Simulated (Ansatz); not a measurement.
## Electronic structure of C$_{2}$H$_{6}$BBrSi in real space

```xyz
11

C    -1.2602   -1.1848   -0.1045
Si    0.0008   -0.0687    0.7064
Br    1.0591   -1.2834    2.2556
B     0.5276    1.7265    0.4021
C     0.9786    0.9452   -0.7863
H    -1.9886   -1.5013    0.6578
H    -0.7865   -2.0880   -0.5172
H    -1.8005   -0.6523   -0.9013
H     1.0613    2.6113    1.0122
H     0.3128    0.3622   -1.4427
H     1.9606    1.0764   -1.2615
```

Level of theory: Ansatz, RKS PBE0-D4/def2-SVP.

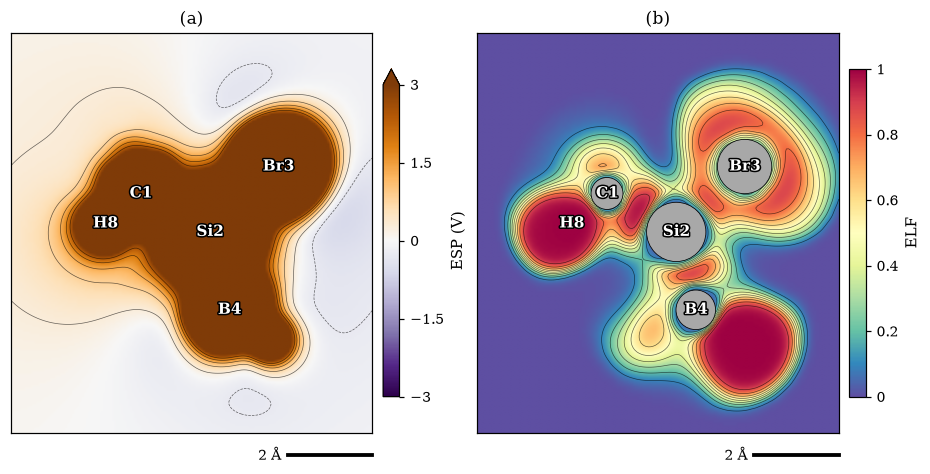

Figure 1. (a) electrostatic potential; (b) electron localisation function on the plane of atoms C1, Si2 and B4. Grey discs cover the atomic cores in the ELF map.

Interpret the plot.

Answer.
- The section cuts through C, Si, Br, B and H sites.
- C–Si (1.87 Å): the ELF peaks at about 0.95 between the atoms, as expected for localised, covalent bonding.
- Si–B (1.90 Å): the ELF peaks at about 0.85 between the atoms: localised, covalent bonding.
- Si–Br (2.24 Å): the ELF peaks at about 0.85 between the atoms: a shared but strongly polarised pair.
- C–H (1.10 Å): the ELF climbs to about 1 towards the hydrogen, as it does in any bond to H (an ordinary covalent bond to hydrogen).
- The ELF also peaks beside Br3, away from the bonds: lone-pair regions.
- Outside the dense part of the molecule the potential is most negative (−0.6 V) near Br3.

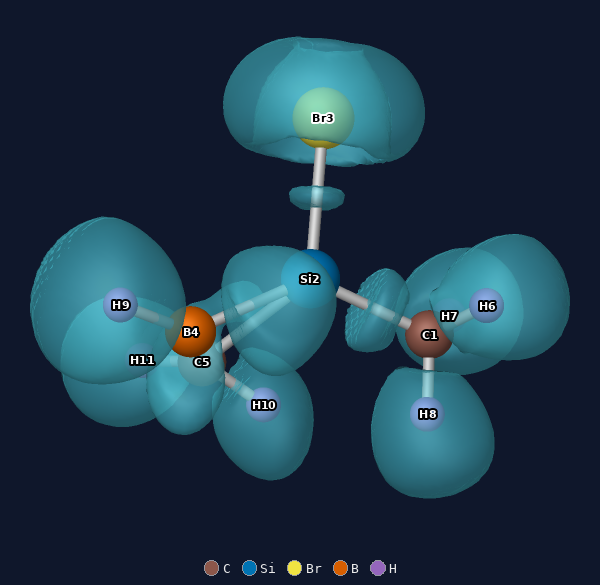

Figure 2. Isosurface of the ELF at 0.8 (cyan), seen at a tilt. Core shells and regions of very low density are left out.

Identify the bonds, lone pairs and shells in this picture.

Answer. At this value the surface marks out one region between bonded Br–Si atoms (shared pairs), one region between bonded B–C atoms (shared pairs), one region between bonded C–Si atoms (shared pairs), six regions around hydrogen nuclei, one region on Si in which the atom's valence shell and bonds are merged and one ring or bowl of non-bonding electrons around Br. Profiles from the grid: C–B (1.49 Å): the ELF peaks at about 0.95 between the atoms, as expected for a covalent bond.

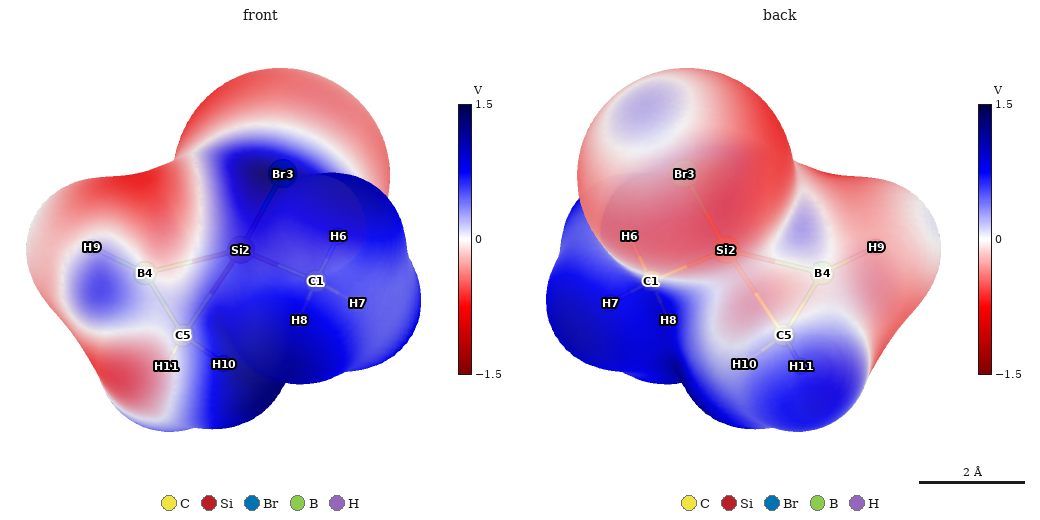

Figure 3. The electrostatic potential painted on the density surface at 0.002 e/bohr³, seen from the front and from behind; red is negative and blue positive.

Describe the electrostatic potential map.

Answer. The most negative region (about −0.6 V) lies over H9, the most positive (about +1.3 V) over Si2 and H10. Br3 shows a σ-hole: about +0.2 V at the tip opposite its bond, against about −0.4 V on its flanks.
